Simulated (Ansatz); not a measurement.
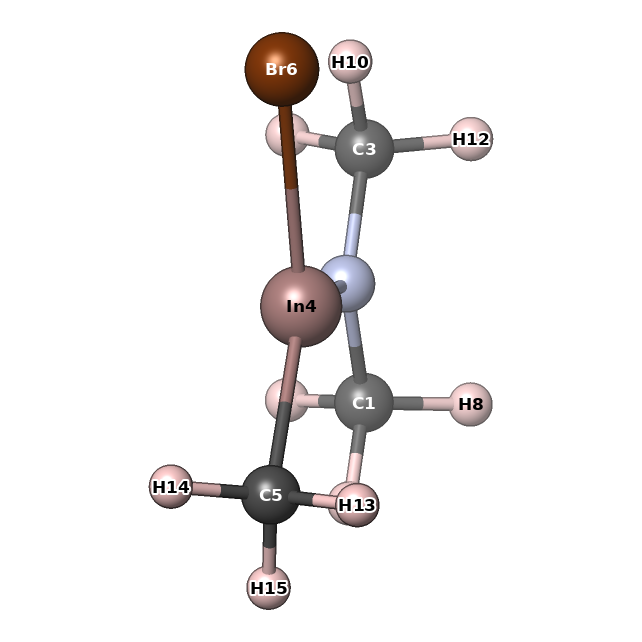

N2 lies behind In4. The molecule seen a little off the In4–N2 bond, In4 in front. Distant atoms are faded towards the background colour. The geometry was computed by an optimisation with PBE0-D4/def2-TZVP. No frequency run is at hand to confirm it as a minimum.

What is the torsion angle Br6–In4–N2–C1? The sign is positive where the front bond must turn clockwise to cover the back bond.

180°, antiperiplanar (anti).
